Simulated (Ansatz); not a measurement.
Cost and result by functional for the adsorption energy of H2O on the 1x1 (100) surface of fcc Cu, one in a 2x2 cell, started at the site 'top Cu', in Ansatz (plane waves, PAW). Single points on the PBE structure, on one kind of machine; costs are rough ratios of the slab run's core time (references not counted) to the cheapest single point. r2SCAN's cost holds its higher cutoff (500 against 420 eV). Differences are taken against r2SCAN for comparison alone: no measured value is at hand, so the table doesn't rank accuracy.

Set-up: 19 atoms, 5.3 Å thick at the start under the adsorbate (thin: gaps and levels are the slab's own); mesh 6x6x1; 0.1 eV smearing; dipole correction on; 8 atoms held, the rest relaxed; held to the start's symmetry, so lower structures may exist; no spin, no spin-orbit, no U, no dispersion correction. At the end it is bonded to Cu. In PBE it is, or lies within 0.03 eV of, the lowest of the starts that converged. These notes are the PBE run's. Adsorption energies are against H2O(g). A negative adsorption energy means that the adsorbate is more stable on the surface than in its reference.

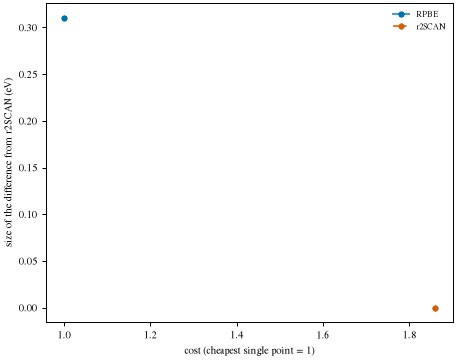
Figure: Difference from r2SCAN against cost

```
functional                     relative cost  adsorption energy (eV)  less r2SCAN (eV)
-----------------------------  -------------  ----------------------  ----------------
RPBE                                       1                   -0.02              0.31
r2SCAN                                     2                   -0.33              0.00
PBE (the relaxed run's value)              –                   -0.20              0.13
```

The values span 0.31 eV, while the single points' costs differ by a factor of roughly 2. Differences are of unrounded values.

Ansatz is a quantum-chemistry and plane-wave program.
